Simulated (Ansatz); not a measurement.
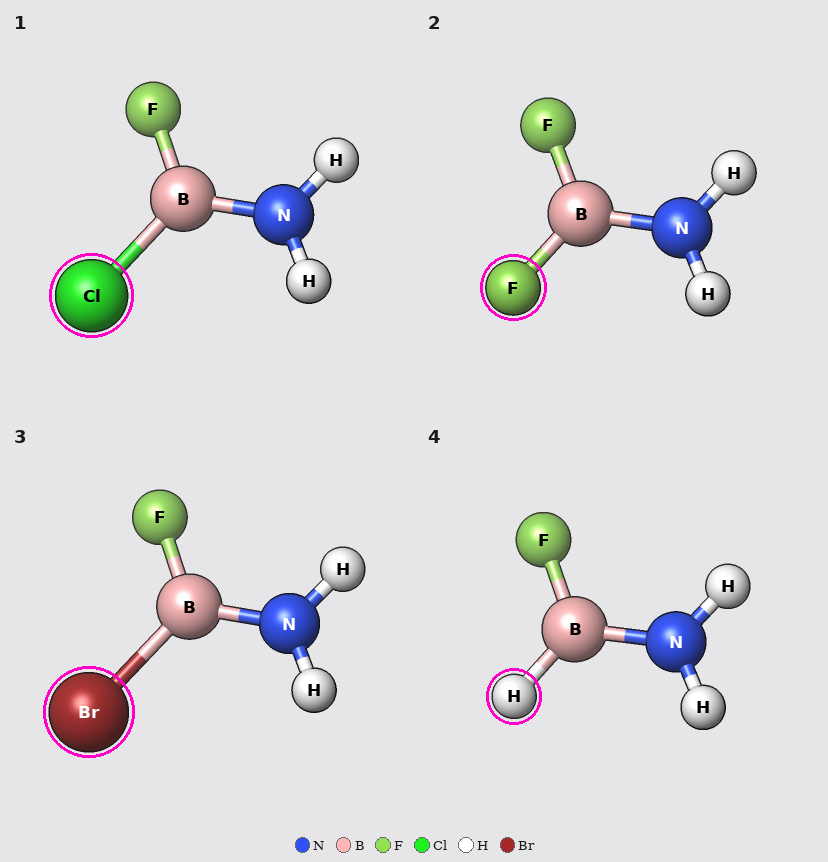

4 molecules with one skeleton, seen from the same side and at one scale; the atom that differs is circled. Charge 0, singlet. Computed geometries: PBE0-D4/def2-TZVP optimisations, one conformation each. Properties computed with Ansatz 0.2.0.

One atom differs, called X below: Cl in panel 1, F in panel 2, Br in panel 3, H in panel 4. Their formulas are BClFH2N (`NB(F)Cl`), BF2H2N (`NB(F)F`), BBrFH2N (`NB(F)Br`), BFH3N (`NBF`).

Question: Rank them by the length of X–B, lowest first (PBE0-D4/def2-TZVP).

Answer: 4 (H), 2 (F), 1 (Cl), 3 (Br).

Question: Rank them by the dipole moment, lowest first (PBE0-D4/def2-TZVP).

Answer: 4 (H), 2 (F), 1 (Cl), 3 (Br).

Give the values. With PBE0-D4/def2-TZVP: length of X–B (Å), angle F–B–X (°), dipole moment (D), harmonic zero-point energy (kJ/mol). With ωB97M-V/def2-SVP: HOMO energy (Kohn–Sham orbital) (eV), HOMO–LUMO gap (eV).

```csv
quantity,1 (Cl),2 (F),3 (Br),4 (H)
length of X–B (Å),1.766,1.330,1.931,1.196
angle F–B–X (°),118.2,117.6,118.1,119.0
HOMO energy (Kohn–Sham orbital) (eV),−10.65,−10.82,−10.31,−10.78
HOMO–LUMO gap (eV),13.90,14.05,13.48,14.24
dipole moment (D),2.81,2.72,2.89,2.43
harmonic zero-point energy (kJ/mol),93.2,97.1,91.8,111.9
```
